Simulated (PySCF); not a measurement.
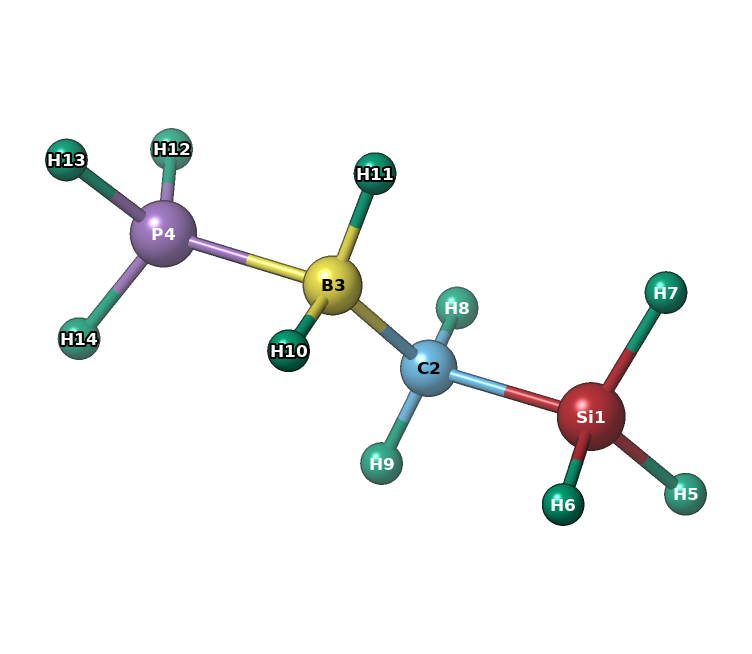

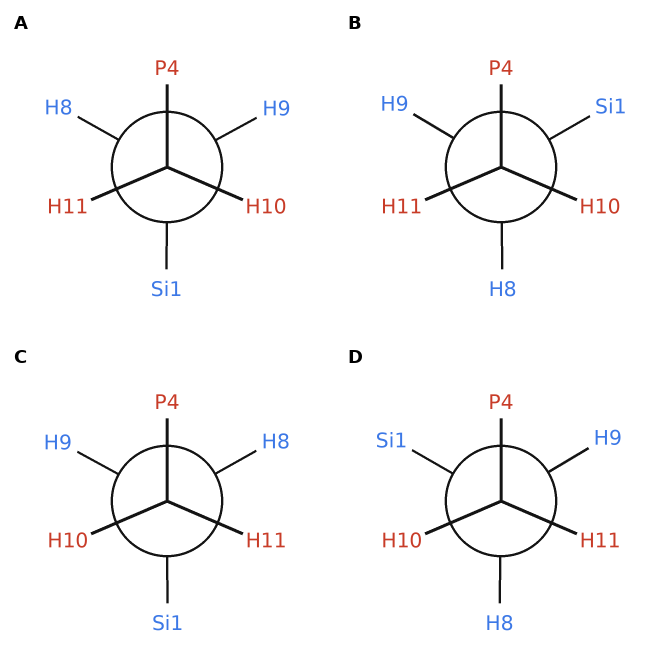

Depth is shown by fading: the farther an atom, the more it takes the colour of the background. Bonds that would overlap in a projection are set slightly apart. The computed structure is the end point of a PBE0-D3(BJ)/def2-SVP optimisation. No frequency run is at hand to confirm it as a minimum.

> Which Newman projection shows the view along B3–C2, with B3 in front?

C. The torsion angle P4–B3–C2–Si1 is 180°, antiperiplanar (anti).
